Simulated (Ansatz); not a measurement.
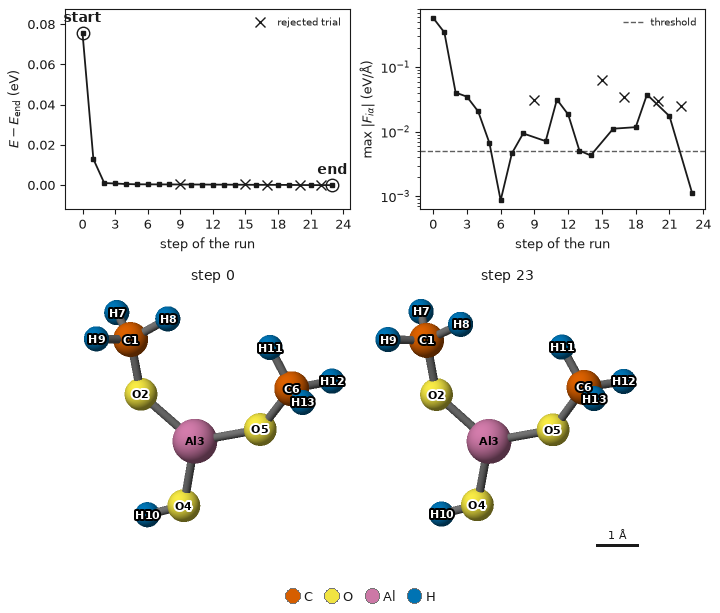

First and last geometry of a relaxation of C₂H₇AlO₃, with the history of the run. Style: ball-and-stick. Shown at a tilt.

The start comes from PBE-D4/def2-SVP.

All numbers below come from RKS PBE0-D4/def2-TZVP (Ansatz 0.2.0).

Input file:
```yaml
crystal:
  periodic: [false, false, false]
  atoms:
    - {symbol: C, position_ang: [0.429745, -0.990456, 1.863445]}
    - {symbol: O, position_ang: [1.124014, -0.066402, 1.074901]}
    - {symbol: Al, position_ang: [0.917639, 0.778764, -0.393824]}
    - {symbol: O, position_ang: [2.152418, 1.840616, -0.914771]}
    - {symbol: O, position_ang: [-0.434144, 0.658727, -1.416399]}
    - {symbol: C, position_ang: [-1.677604, 0.030894, -1.506219]}
    - {symbol: H, position_ang: [1.032104, -1.916494, 2.010990]}
    - {symbol: H, position_ang: [-0.550488, -1.301522, 1.429858]}
    - {symbol: H, position_ang: [0.222940, -0.571812, 2.875510]}
    - {symbol: H, position_ang: [2.950230, 1.948190, -0.374196]}
    - {symbol: H, position_ang: [-1.847423, -0.743236, -0.719803]}
    - {symbol: H, position_ang: [-1.792403, -0.473545, -2.493160]}
    - {symbol: H, position_ang: [-2.506627, 0.771574, -1.421533]}
basis:
  gaussian: {orbitals: def2-TZVP}
hamiltonian: {xc: pbe0, dispersion: d4}
relax: {f_tol: 0.005, max_steps: 150}
```

Run as
```bash
ansatz run in.yaml --threads 4 --pin off --events-out ev --progress --plain --max-ram 11315MiB
```

Did the run converge, and what did it change?

Answer. It converged. H7 moves most after the best rigid fit: 0.25 Å. By element the largest moves are H 0.25 Å, C 0.06 Å, O 0.04 Å, Al 0.01 Å. Near-neighbour distances that change, for instance: O2–Al3 1.707 → 1.680 Å, Al3–O5 1.699 → 1.673 Å, Al3–O4 1.710 → 1.687 Å, C1–H8 1.116 → 1.097 Å. After 18 accepted moves (23 points after the start) the energy has fallen by 0.076 eV. Largest force component: 0.58 eV/Å at the start, 0.0011 eV/Å at the end. The line search rejected the trial steps at points 9, 15, 17, 20, 22 of the run. The forces were under the threshold at step 6, but the run went on from there. Cost: 93 s on 4 threads of Arm Neoverse V2 (shared host).

```tsv
step	E − E(0), eV	largest force component, eV/Å	note
0	0.0000	0.5804	
1	-0.0627	0.3454	
2	-0.0746	0.0405	
3	-0.0748	0.0350	
4	-0.0751	0.0207	
5	-0.0752	0.0067	
6	-0.0752	0.0009	
7	-0.0752	0.0046	
8	-0.0753	0.0094	
9	-0.0752	0.0314	rejected
10	-0.0753	0.0072	
11	-0.0753	0.0315	
12	-0.0754	0.0185	
13	-0.0754	0.0051	
14	-0.0754	0.0043	
15	-0.0753	0.0627	rejected
16	-0.0755	0.0112	
17	-0.0755	0.0341	rejected
18	-0.0755	0.0118	
19	-0.0755	0.0377	
20	-0.0755	0.0297	rejected
21	-0.0756	0.0174	
22	-0.0756	0.0254	rejected
23	-0.0756	0.0011
```
